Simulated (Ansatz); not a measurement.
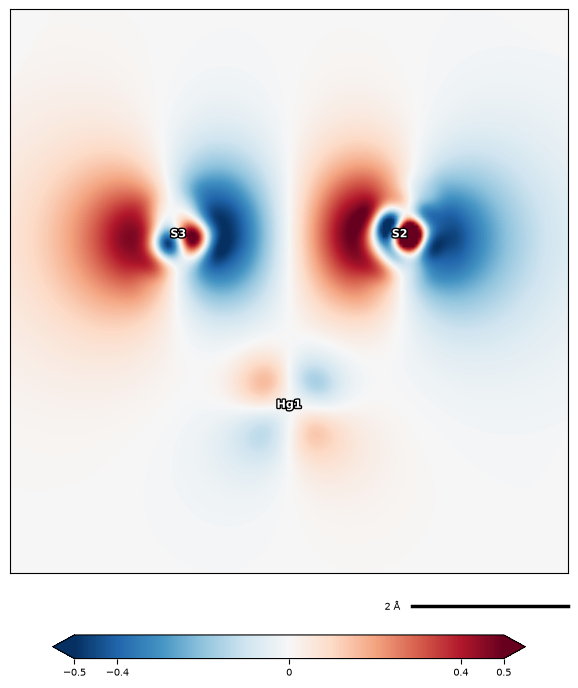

Figure. HgS2 (charge −1, quartet). The HOMO (α) on the molecular plane (values in Å⁻³ᐟ²; the overall sign is arbitrary).

Geometry: PBE-D4/def2-TZVPD; core potentials replace the inner electrons of Hg.

All numbers below come from Ansatz, UKS PBE0-D4/def2-TZVPD.

```yaml
atoms:
  - { symbol: Hg, position_ang: [-0.7346, -1.2293, -0.2758] }
  - { symbol: S, position_ang: [-0.8110, 1.3713, -0.0962] }
  - { symbol: S, position_ang: [1.5456, -0.1420, 0.3720] }
```

### Where does this orbital lie, and at what energy?

By Hirshfeld shares it lies mainly on S2 (about 50 %) and S3 (about 50 %); it is symmetric in the molecular plane (an in-plane orbital: σ, lone-pair or in-plane π type); largely a combination of lone pairs on S2 and S3. Its energy is −1.24 eV.
